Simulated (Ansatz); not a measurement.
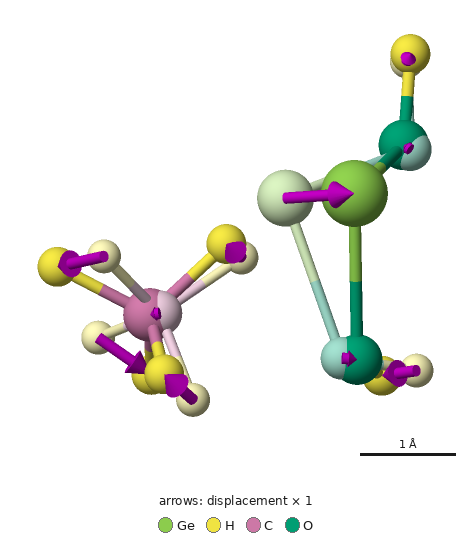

This is a relaxation of CH₆GeO₂. The starting structure is drawn faded, the final one solid; purple arrows show the displacements, at their true length. The two geometries are superimposed by the best rigid fit.

The picture is a ball-and-stick view, seen from a free direction.

The run prepares an end point of a later path (reaction) calculation, from a guessed geometry.

Theory: Ansatz, RKS B3LYP-D4/def2-SVP. Set-up: no spin polarisation; force threshold 0.03 eV/Å; at most 50 steps.

Question: What did the optimiser do to the structure, and how much energy did it gain?

Answer: The Ge atom moves most after the best rigid fit: 0.87 Å. Largest moves by element: Ge 0.87 Å, H 0.85 Å, O 0.16 Å, C 0.11 Å. Among the contacts that change: C–H 1.106 → 1.100 Å. Over 20 accepted moves (21 points after the start) the energy falls by 1.14 kcal/mol. The largest force component goes from 0.21 to 0.0095 eV/Å. The line search rejected the trial step at point 2 of the run. The forces were under the threshold at step 16, but the run went on from there. Cost: 53 s on 2 threads of Arm Neoverse V1 (shared host), peak memory 0.23 GiB.

Limits of the set-up: the start holds two separate molecules, 2.8 Å apart at their closest, whose relative position is a soft coordinate.
